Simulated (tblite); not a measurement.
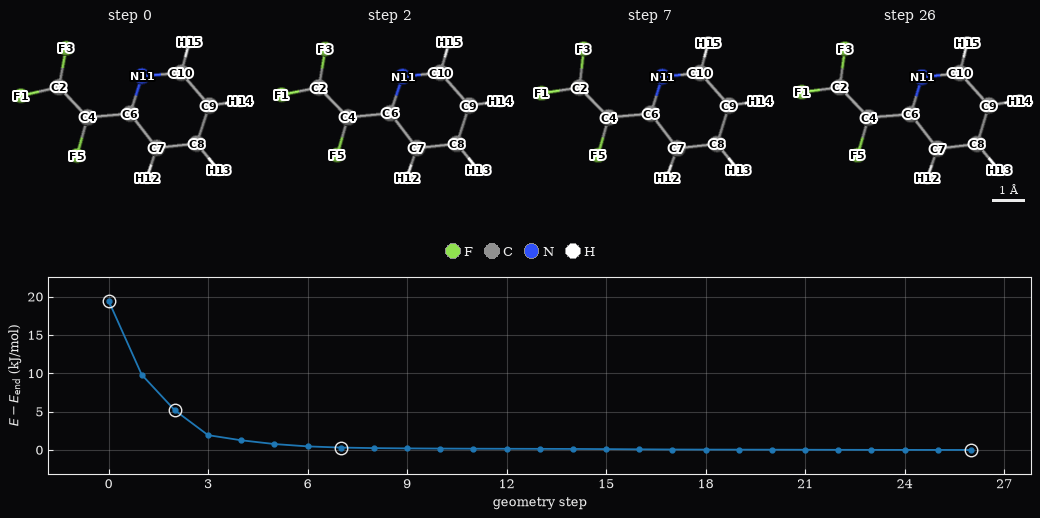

Frames of a relaxation of C7H4F3N, marked on the history of the run. A ball-and-stick model, seen at a tilt.

All numbers below come from GFN2-xTB geometry optimisation, gas phase (tblite 0.8.0). 

Describe the path.

Answer. F1 moves most after the best rigid fit: 0.13 Å. Largest moves by element: F 0.13 Å, H 0.07 Å, C 0.05 Å, N 0.04 Å. Among the contacts that change: F1–C2 1.367 → 1.325 Å, C10–N11 1.353 → 1.317 Å, C2–F3 1.340 → 1.316 Å, C6–N11 1.353 → 1.331 Å. Among the angles between lasting bonds that change: F1–C2–F3 118.3° → 110.5°, F1–C2–C4 118.8° → 124.0°, F3–C2–C4 122.9° → 125.5°. The energy falls by 19.5 kJ/mol in 26 geometry steps. From step 0 to 2: F1 moves most (0.04 Å), energy −14.3 kJ/mol. From step 2 to 7: F atoms move most (0.05 Å), energy −4.86 kJ/mol. From step 7 to 26: F3 moves most (0.04 Å), energy −0.31 kJ/mol.

```json
{"step": "0", "E − E(0), kJ/mol": "0.00"}
{"step": "1", "E − E(0), kJ/mol": "-9.66"}
{"step": "2", "E − E(0), kJ/mol": "-14.31"}
{"step": "3", "E − E(0), kJ/mol": "-17.55"}
{"step": "4", "E − E(0), kJ/mol": "-18.22"}
{"step": "5", "E − E(0), kJ/mol": "-18.71"}
{"step": "6", "E − E(0), kJ/mol": "-19.02"}
{"step": "7", "E − E(0), kJ/mol": "-19.17"}
{"step": "8", "E − E(0), kJ/mol": "-19.24"}
{"step": "9", "E − E(0), kJ/mol": "-19.28"}
{"step": "10", "E − E(0), kJ/mol": "-19.30"}
{"step": "11", "E − E(0), kJ/mol": "-19.32"}
{"step": "12", "E − E(0), kJ/mol": "-19.33"}
{"step": "13", "E − E(0), kJ/mol": "-19.34"}
{"step": "14", "E − E(0), kJ/mol": "-19.35"}
{"step": "15", "E − E(0), kJ/mol": "-19.37"}
{"step": "16", "E − E(0), kJ/mol": "-19.40"}
{"step": "17", "E − E(0), kJ/mol": "-19.42"}
{"step": "18", "E − E(0), kJ/mol": "-19.44"}
{"step": "19", "E − E(0), kJ/mol": "-19.44"}
{"step": "20", "E − E(0), kJ/mol": "-19.45"}
{"step": "21", "E − E(0), kJ/mol": "-19.46"}
{"step": "22", "E − E(0), kJ/mol": "-19.46"}
{"step": "23", "E − E(0), kJ/mol": "-19.47"}
{"step": "24", "E − E(0), kJ/mol": "-19.48"}
{"step": "25", "E − E(0), kJ/mol": "-19.48"}
{"step": "26", "E − E(0), kJ/mol": "-19.48"}
```
